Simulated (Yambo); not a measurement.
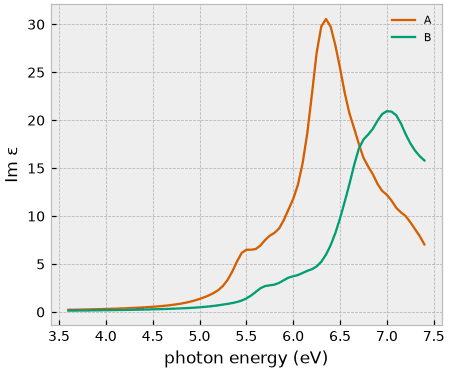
Two computed absorption spectra of SiC (2H, space group P6_3mc, No. 186) under isotropic strain of +1 % on all lattice vectors (Yambo, PBEsol bands with the same scissor, field along x)

Axes are Cartesian, with cell vectors (Å) (3.11, 0.00, 0.00), (-1.55, 2.69, 0.00), (0.00, 0.00, 5.10).

Which curve includes the electron-hole attraction (BSE)?

Curve A: the attraction moves weight to lower energy (centre of the plotted range 6.4 eV against 6.7 eV). Settings: 9×9×6 mesh, 5 valence and 2 conduction bands, static screening with 23 bands and a 4 Ry block, scissor 0.99 eV, Tamm-Dancoff. The scissor comes from a G0W0 run whose convergence isn't established. Broadening 0.15 eV. The band window holds all transitions up to 7.4 eV. On this mesh the peak heights and the fine structure are mesh artefacts; only the shift of weight is robust.

Geometry strained from the cell relaxed with PBEsol, atoms relaxed again; primitive cell a = b = 3.1069 Å, c = 5.0987 Å, α = β = 90.00°, γ = 120.00°.
